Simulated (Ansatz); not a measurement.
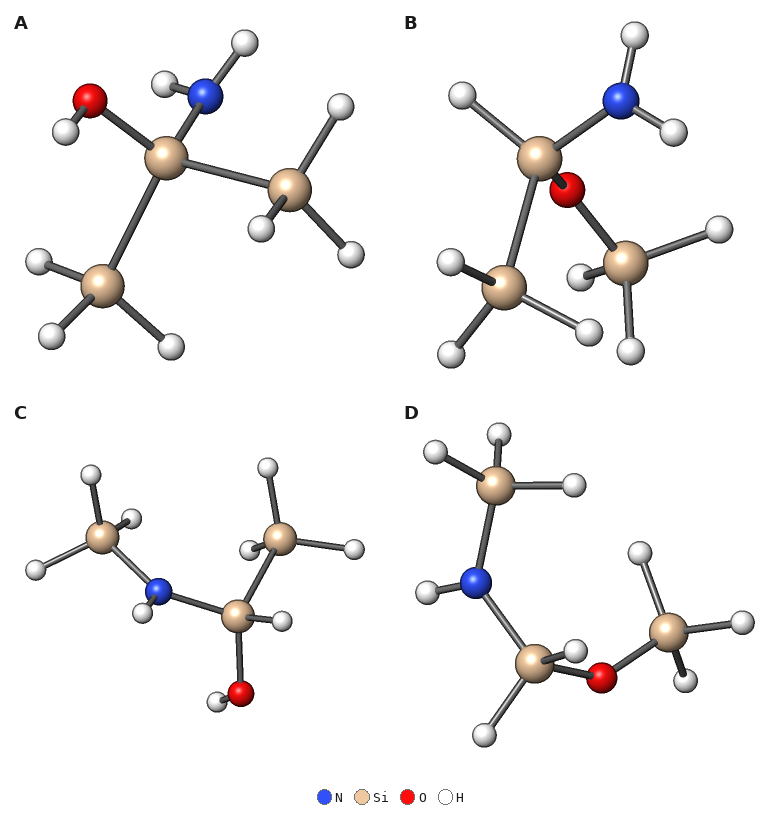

(Drawn from a calculation with Ansatz.)

### Which panel belongs to which SMILES?
(1) [SiH3]N[SiH2]O[SiH3]
(2) N[Si](O)([SiH3])[SiH3]
(3) O[Si@@H]([SiH3])N[SiH3]
(4) N[Si@H]([SiH3])O[SiH3]

A is (2), B is (4), C is (3), D is (1).
